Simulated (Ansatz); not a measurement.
## Electronic structure of ClF₂H₃W in real space

| atom | x (Å) | y (Å) | z (Å) |
| --- | --- | --- | --- |
| W | 0.1024 | 0.2710 | 0.0002 |
| F | 0.6541 | 0.3722 | 1.7596 |
| H | 1.3686 | -0.8562 | 0.1596 |
| F | -0.3110 | 2.1414 | 0.1512 |
| H | -1.3920 | -0.4848 | 0.1024 |
| H | 0.1439 | -1.4281 | 0.3233 |
| Cl | 0.3735 | 0.1146 | -2.2268 |

Core potentials replace the inner electrons of W; not at a stationary point (largest force 0.6 eV/Å).

These are results of RKS B3LYP-D4/def2-SVP in Ansatz, not measurements.

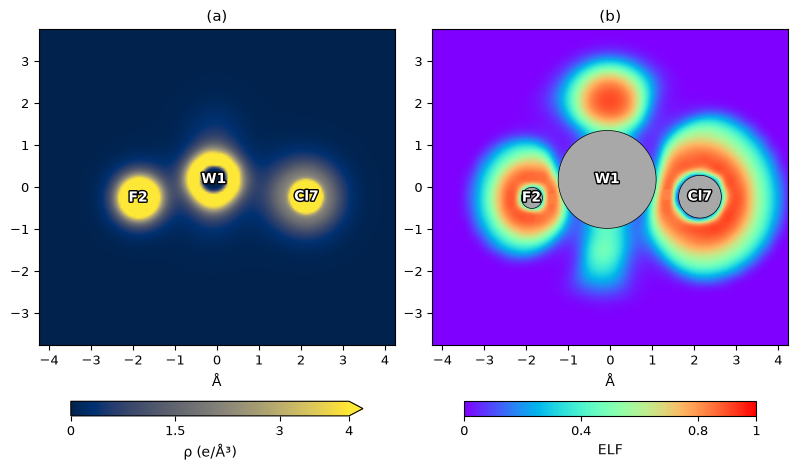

Figure 1. (a) electron density; (b) ELF on the plane of atoms F2, W1 and Cl7. Grey discs cover the atomic cores in the ELF map.

### Interpret the plot.

- The plane passes through W, F and Cl nuclei.
- W–F (1.85 Å): the density is about 1.1 e/Å³ at the midpoint; the ELF peaks at about 0.85 in the valence shell of F, 0.5 Å from its nucleus, and drops to about 0.20 between the two atoms.
- W–Cl (2.25 Å): ρ at the midpoint is about 0.73 e/Å³; the ELF peaks at about 0.85 in the valence shell of Cl, 0.9 Å from its nucleus, and is about 0.35 at the midpoint.

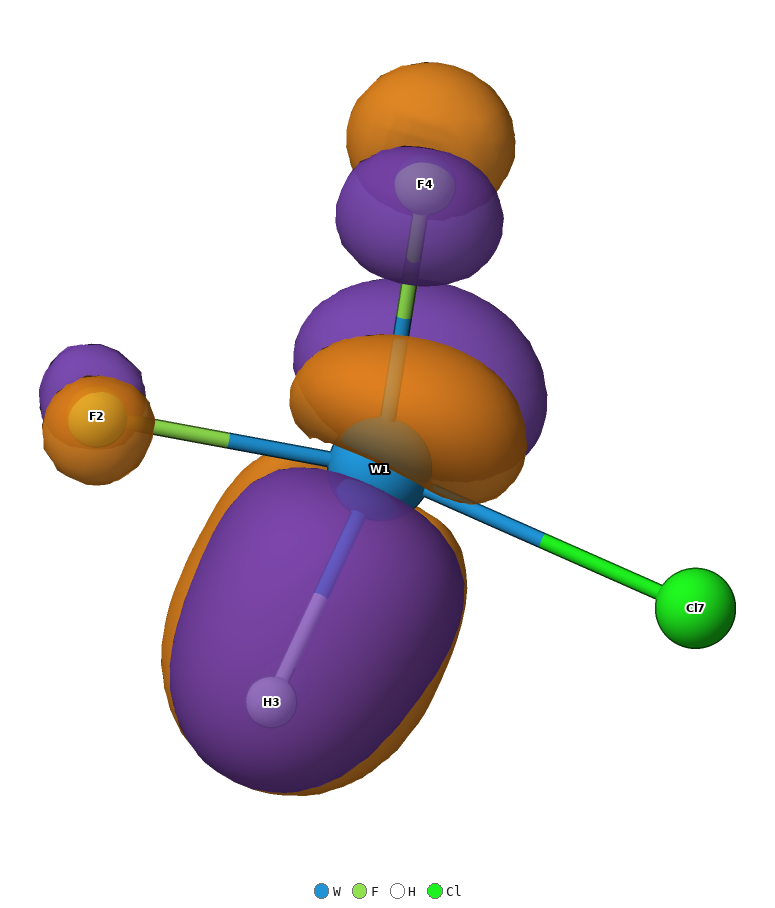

Figure 2. The HOMO at ±0.15 Å⁻³ᐟ² (orange and purple are the two phases), seen at a tilt.

### What is the character of this orbital?

By Hirshfeld shares it lies mainly on W1 (about 50 %), H6 (about 15 %), H3 (about 10 %) and F4 (about 10 %). Its energy is −8.04 eV.

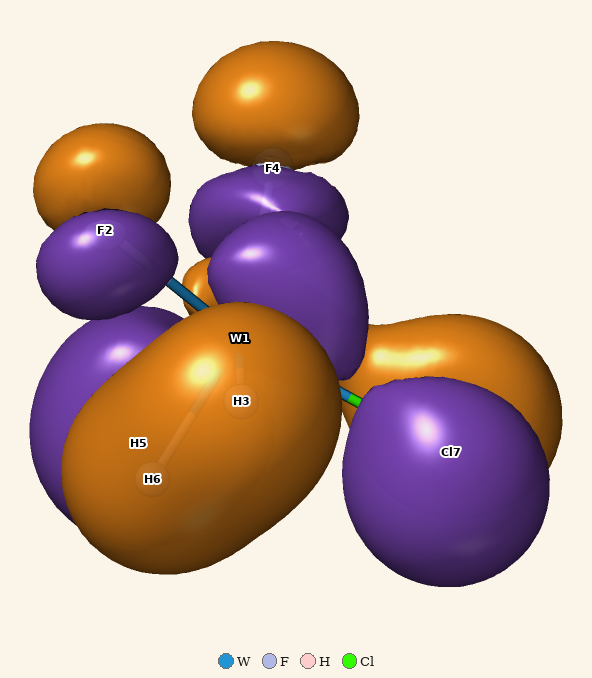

Figure 3. The HOMO−1 at ±0.08 Å⁻³ᐟ² (orange and purple are the two phases), seen at a tilt.

### What is the character of this orbital?

By Hirshfeld shares it lies mainly on W1 (about 25 %), Cl7 (about 20 %), F4 (about 15 %), H3 (about 15 %), H5 (about 10 %) and H6 (about 10 %). Its energy is −9.82 eV.
